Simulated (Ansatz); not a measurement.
**A computed series for CuAu: response to strain**

The parent structure is CuAu (space group P4/mmm, No. 123; a = 2.813 Å, c = 3.593 Å; relaxed with 0.1 eV smearing). Axes: x, y, z lie along a, b, c of the conventional cell.

Strains are applied to the cell and any free atomic positions relax.

The values are results of PBEsol (Ansatz, a quantum-chemistry and plane-wave program; PAW; 420 eV plane waves; no spin-orbit coupling), not measurements.

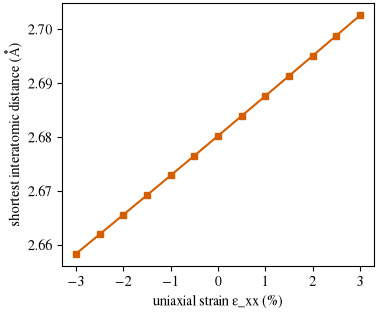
Figure. Shortest interatomic distance against uniaxial strain ε_xx

| uniaxial strain ε_xx (%) | shortest interatomic distance |
|---|---|
| -3 | 2.658 Å |
| -2.5 | 2.662 Å |
| -2 | 2.666 Å |
| -1.5 | 2.669 Å |
| -1 | 2.673 Å |
| -0.5 | 2.677 Å |
| 0.5 | 2.684 Å |
| 1 | 2.688 Å |
| 1.5 | 2.691 Å |
| 2 | 2.695 Å |
| 2.5 | 2.699 Å |
| 3 | 2.703 Å |

Stability against distortions was not tested. All final runs are without spin polarisation.
